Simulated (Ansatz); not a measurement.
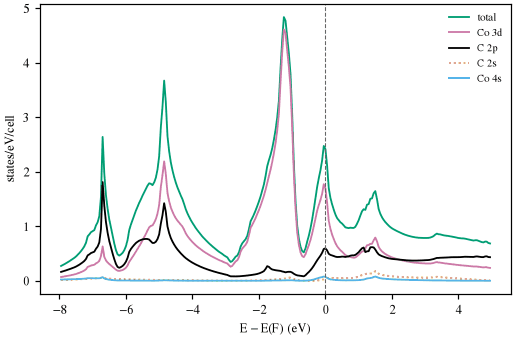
Total and projected density of states of CoC (rock salt, space group No. 225), the program Ansatz at the PBEsol level (PAW)

### Question
Which orbitals carry the states next to the Fermi level?

### Answer
Within 0.5 eV of the Fermi level: Co 3d 68 %, C 2p 27 %. Projections are on Löwdin-orthogonalised atomic valence shells; empty p or d shells of many metals are not among them.

### Question
Where is the tallest occupied peak in this window, and what makes it?

### Answer
Near -1.2 eV, about 4.8 states/eV per cell; the largest projected share is Co 3d.

Space group Fm-3m (rock salt). The start of the workflow was typed in or built on a structure type; neither database checked (COD, Materials Project) lists it. Its standing as an ambient phase is unchecked. Symmetry was held in the PBEsol relaxation; whether a distortion lowers the energy is not shown. The workflow began spin-polarised and lost its moments. The cell computed holds one magnetic atom, so no antiferromagnetic order was within reach. Its formation energy is positive at this level, so the cell may be metastable or incomplete.

Potentials: the earlier of the program's two PAW sets. The files were generated under PBE; for other functionals the program regenerates the frozen cores, and for LDA and PBEsol the local potential too.
